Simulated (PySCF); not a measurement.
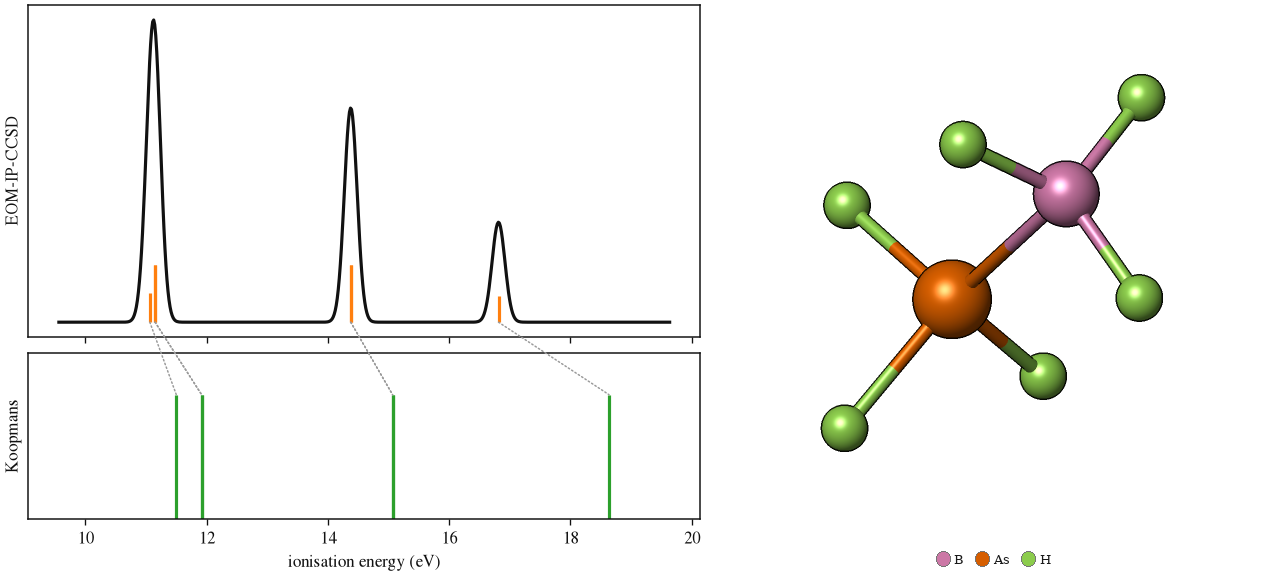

Valence photoelectron lines of BAsH₆, SMILES [BH3-][AsH3+]: vertical EOM-IP-CCSD/aug-cc-pVDZ (frozen core, PySCF 2.14.0, at a PBE0-D3(BJ)/def2-SVP geometry (no frequency check); 6 lines, one for each of the 6 highest orbitals, so a line of a deeper orbital can be missing among them) above, Hartree-Fock orbital energies with the sign turned below, non-relativistic; dotted lines join each line to its leading orbital. Stick heights are one-hole weights (summed over degenerate lines), not cross-sections; Gaussian width 0.25 eV.

Do correlation and relaxation change the order of the lines?

Answer. Not among these holes, which come in the order of the orbitals, HOMO, HOMO−1, HOMO−2, HOMO−3, HOMO−4, HOMO−5. Some lines lie within 0.1 eV of each other, so their order isn't settled.

List the lines.

Answer.
```csv
hole,EOM-IP-CCSD (eV),Koopmans (eV),one-hole weight
HOMO,11.06,11.50,0.96
HOMO-1,11.15,11.92,0.95
HOMO-2,11.15,11.92,0.95
HOMO-3,14.38,15.07,0.94
HOMO-4,14.38,15.07,0.94
HOMO-5,16.81,18.64,0.88
```

Note: small basis, so the lines can lie some tenths of an eV too low.
